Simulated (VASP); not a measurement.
Band structure of CdSe (zinc blende). All values below come from PBEsol GGA with spin-orbit coupling, VASP's PBE PAW potentials (set 64) (plane waves; VASP).

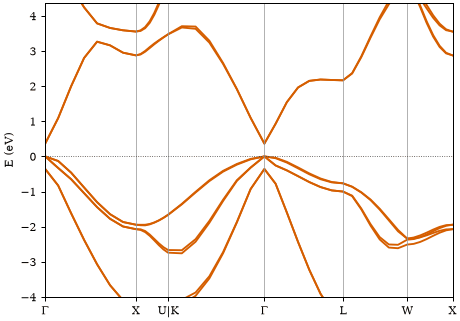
Figure: Bands along high-symmetry lines, zero at the valence-band maximum or, without a gap, the Fermi level

### Question
Read the plot: is there a gap, and where are the band edges?

### Answer
The gap is direct, 0.36 eV, from the valence maximum at Γ to the conduction minimum at Γ.

The compound is CdSe in the zinc blende structure, whereas wurtzite is the usual form. It was relaxed first.
